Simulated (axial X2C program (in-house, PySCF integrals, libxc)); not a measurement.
# A two-component session on TeAs: EOM-EA-CCSD levels

Wanted for TeAs: EOM-EA-CCSD levels, at the two-component level.

Method: two-component X2C with atomic mean-field terms, Te dyall-acv3z, As dyall-acv3z; program: an in-house X2C program for linear molecules on PySCF integrals.

All values are calculated.

### 1 The job

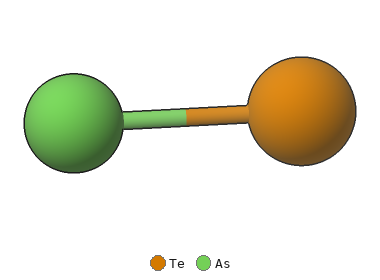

The two atoms at 2.420 Å (tellurium orange, arsenic green).

Contents of task.json:

```json
{"zs": [52, 33], "q": 0, "bas": ["dyall-acv3z", "dyall-acv3z"], "r0": 2.42, "eom": "ea", "thr": -1.0, "nmax": 92, "grid": [1, 0.96, 1.045, 0.92, 1.09, 1.15]}
```

Keys: zs atomic numbers; q charge; bas basis sets; r0 starting distance in Å; eom kind of EOM run; thr threshold in hartree for freezing inner shells (an s shell follows its p shell); nmax most natural virtual spinors; grid distances as factors.

On the command line:

```console
$ python soeom.py task.json out
```

Nuclei are Gaussian, cores are contracted, and the Gaunt term is on.

### 2 EOM-EA-CCSD at 2.346 Å

Reference: the closed shell TeAs⁺; 10 electrons correlated, 92 virtual spinors; roots sought by Ω: 1/2: 5, 3/2: 4, 5/2: 2, 7/2: 1.

Output:

```text
two-component X2C + atomic mean field  HF
basis functions 259  fitting functions 1364  grid points 5804
iter        total energy     max residual
   1      -9046.134514826     2.82e-01
   2      -9046.170986485     6.13e-03
   3      -9046.172161060     3.30e-03
   4      -9046.172418451     2.07e-03
   5      -9046.172566889     1.54e-03
   6      -9046.172645419     9.22e-04
   7      -9046.172758105     8.53e-04
   8      -9046.172870518     6.61e-04
   9      -9046.173010344     4.80e-04
  10      -9046.173119935     2.35e-04
  11      -9046.173156834     1.03e-04
  12      -9046.173158964     6.33e-05
  13      -9046.173159356     3.34e-05
  14      -9046.173159487     1.08e-05
  15      -9046.173159507     1.25e-06
  16      -9046.173159507     4.70e-07
converged
one-electron -13207.88304747  Coulomb 4036.61417008  exact exchange -257.12561263  xc functional 0.00000000  nuclear repulsion 387.07079878  atomic mean-field constant -4.84946827
correlated 10  virtual 348  natural virtual 92  E(MP2) -0.254322201  MP2 remainder -0.023385142
iter   CCSD correlation   residual
   1     -0.231161193   2.07e-01
   2     -0.242331890   1.03e-01
   3     -0.247451178   5.06e-02
   4     -0.248325641   2.32e-02
   5     -0.248726044   1.21e-02
   6     -0.248813733   4.58e-03
   7     -0.248858708   1.80e-03
   8     -0.248885441   7.37e-04
   9     -0.248879597   2.99e-04
  10     -0.248885336   1.09e-04
  11     -0.248882978   4.46e-05
  12     -0.248883335   2.16e-05
  13     -0.248883193   1.23e-05
  14     -0.248883032   6.92e-06
  15     -0.248883071   3.19e-06
  16     -0.248883078   1.37e-06
(T) -0.018043717  T1 0.0677  D1 0.1366  max T2 0.123
EOM-EA-CCSD roots
2*Omega      energy/Eh   energy/eV  one-particle weight
    1      -0.27119140     -7.3795      0.940
    1      -0.14545277     -3.9580      0.953
    1      -0.11049583     -3.0067      0.963
    1      -0.10931702     -2.9747      0.005
    1      -0.09795931     -2.6656      0.007
    3      -0.25978766     -7.0692      0.948
    3      -0.11519810     -3.1347      0.000
    3      -0.08773858     -2.3875      0.021
    3      -0.07356361     -2.0018      0.183
    5      -0.12554133     -3.4162      0.000
    5      -0.06334331     -1.7237      0.033
    7      -0.08903246     -2.4227      0.001
```

T1 in the output is the amplitude norm over the root of the electron number; divide by √2 for the Lee–Taylor value.

```tsv
Ω	binding energy (eV)	above lowest (cm⁻¹)	spinor	weight
1/2	7.379	0	58% As pπ, 17% Te pπ, 12% Te dπ	0.94
3/2	7.069	2500	37% Te pπ, 37% As pπ, 10% Te dπ	0.95
1/2	3.958	27600	30% Te pσ, 24% As pσ, 21% Te dσ	0.95
1/2	3.007	35270	45% Te sσ, 32% As sσ, 11% As dσ	0.96
```

Wall time 14 s (1 thread of Arm Neoverse V2, shared host); peak memory 0.75 GiB.

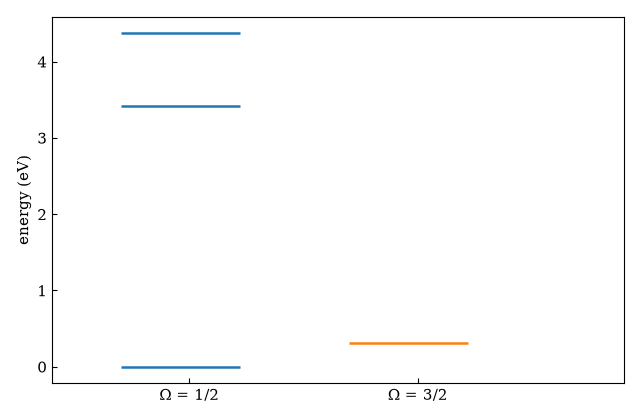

The roots by Ω, from the lowest.

### 3 EOM-EA-CCSD at 2.252 Å

```tsv
Ω	binding energy (eV)	above lowest (cm⁻¹)	spinor	weight
1/2	7.231	0	51% As pπ, 20% Te pπ, 13% Te dπ	0.94
3/2	6.935	2390	38% As pπ, 32% Te pπ, 12% Te dπ	0.95
1/2	3.609	29210	31% Te pσ, 23% Te dσ, 20% As pσ	0.96
1/2	3.018	33980	46% Te sσ, 28% As sσ, 13% As dσ	0.98
```

Run time: 15 s. Hardware: 1 thread of Arm Neoverse V2, shared host; peak memory 0.78 GiB.

### 4 EOM-EA-CCSD at 2.452 Å

```tsv
Ω	binding energy (eV)	above lowest (cm⁻¹)	spinor	weight
1/2	7.528	0	68% As pπ, 12% Te pπ, 10% Te dπ	0.93
3/2	7.203	2630	47% Te pπ, 31% As pπ, 9% As dπ	0.95
1/2	4.373	25450	30% Te pσ, 27% As pσ, 18% Te dσ	0.95
1/2	2.984	36650	45% Te sσ, 35% As sσ, 10% As dσ	0.97
```

Run time: 17 s. Hardware: 1 thread of Arm Neoverse V2, shared host; peak memory 0.78 GiB.

### 5 EOM-EA-CCSD at 2.158 Å

```tsv
Ω	binding energy (eV)	above lowest (cm⁻¹)	spinor	weight
1/2	7.070	0	46% As pπ, 22% Te pπ, 15% Te dπ	0.95
3/2	6.783	2320	38% As pπ, 29% Te pπ, 14% Te dπ	0.95
1/2	3.326	30200	29% Te pσ, 26% Te dσ, 23% As sσ	0.96
1/2	2.997	32860	44% Te sσ, 17% As sσ, 17% As dσ	0.97
3/2	2.039	40580	49% As pπ, 47% Te pπ	0.97
5/2	1.415	45610	54% Te dδ, 45% As dδ	0.91
```

It took 15 s on 1 thread of Arm Neoverse V2, shared host; peak memory 0.78 GiB.

### 6 EOM-EA-CCSD at 2.557 Å

```tsv
Ω	binding energy (eV)	above lowest (cm⁻¹)	spinor	weight
1/2	7.640	0	76% As pπ, 9% Te dπ, 7% Te pπ	0.92
3/2	7.333	2480	57% Te pπ, 24% As pπ, 8% As dπ	0.94
1/2	4.778	23090	31% As pσ, 30% Te pσ, 15% Te dσ	0.94
```

It took 17 s on 1 thread of Arm Neoverse V2, shared host; peak memory 0.8 GiB.

### 7 EOM-EA-CCSD at 2.698 Å

```tsv
Ω	binding energy (eV)	above lowest (cm⁻¹)	spinor	weight
1/2	7.715	0	83% As pπ, 7% Te dπ	0.88
3/2	7.521	1560	69% Te pπ, 17% As pπ, 7% As dπ	0.93
1/2	5.278	19660	38% As pσ, 28% Te pσ, 12% Te dσ	0.94
```

It took 16 s on 1 thread of Arm Neoverse V2, shared host; peak memory 0.8 GiB.

### 8 Curves of the states

Energies in eV from the lowest point of the lowest state; states are followed by energy order within each Ω.

```tsv
R (Å)	(1)Ω=1/2	(1)Ω=3/2	(2)Ω=1/2
2.158	0.4988	0.7862	4.2426
2.252	0.1238	0.4199	3.7458
2.346	0.0000	0.3103	3.4215
2.452	0.0619	0.3874	3.2171
2.557	0.2740	0.5820	3.1363
2.698	0.7227	0.9161	3.1600
```

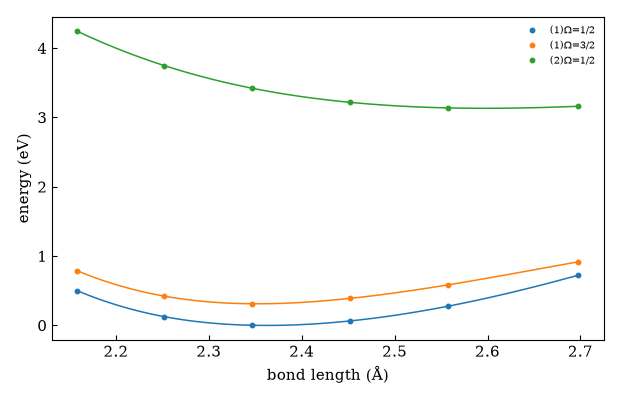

The states along the bond.

Constants where the minimum is well bracketed (masses 129.906 and 74.922 u):

```tsv
state	Te (cm⁻¹)	Re (Å)	ωe (cm⁻¹)
(1)Ω=1/2	0	2.362	321
(1)Ω=3/2	2530	2.353	324
```

### 9 Summary of results

| quantity | value |
| --- | --- |
| lowest root at 2.346 Å | Ω = 1/2, 7.379 eV |
| next root led by one particle | Ω = 3/2, about 2500 cm⁻¹ higher |
| T1 of the reference | 0.048 |
| lowest state, Re and ωe | 2.362 Å, 321 cm⁻¹ |

In words: The added electron is bound by 7.38 eV in a spinor of 58% As pπ, 17% Te pπ, 12% Te dπ. Errors of 0.1 to 0.3 eV are usual at this size, and roots led by higher excitations are left out, so the list is incomplete, and low states of that kind can be missing. T1 or the largest double amplitude of the reference is raised, which lowers the reliability. The bond is 0.077 Å longer than in the closed-shell reference at CCSD (2.285 Å).
